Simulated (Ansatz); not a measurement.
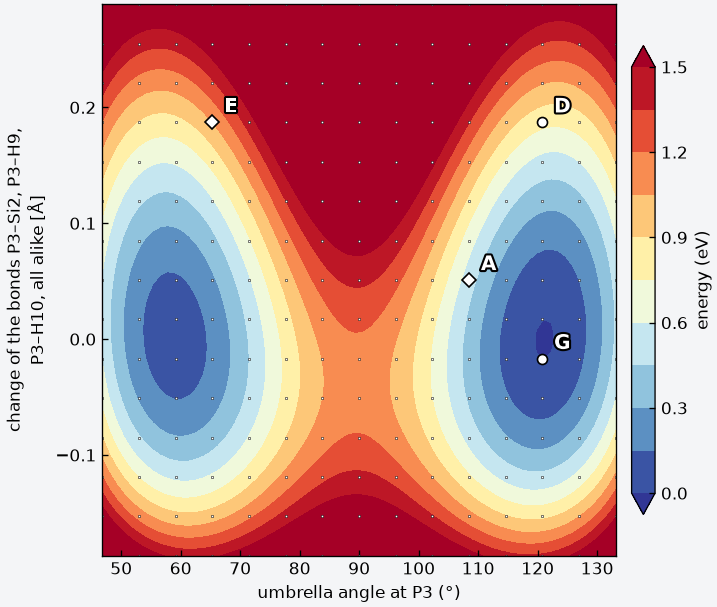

CH6ClPSi, SMILES C[SiH](P)Cl. Coordinates scanned: (1) umbrella angle at P3 (between each of its bonds and their common axis; 90 is planar); (2) change of the bonds P3–Si2, P3–H9, P3–H10, all alike. Nothing is relaxed (all other coordinates rigid). The grid has 15 × 15 points. Points are written as (first, second). Energies are in eV, from the lowest grid point. All numbers below come from RHF/def2-SVP in Ansatz.

In the figure: filled contours, dots at the grid points, one colour for all values above the top of the scale, lettered points. Between grid points the surface is interpolated.

> What kind of point is each of A, D, E, G: minimum, saddle, maximum or slope?

A: on a slope; D: on a slope; E: on a slope; G: minimum. (In these two coordinates alone; a stationary point may lie a little off the grid point.)

> Rank the lettered points by energy, lowest first.

G (0.00 eV), A (0.52 eV), D (0.79 eV), E (1.05 eV).
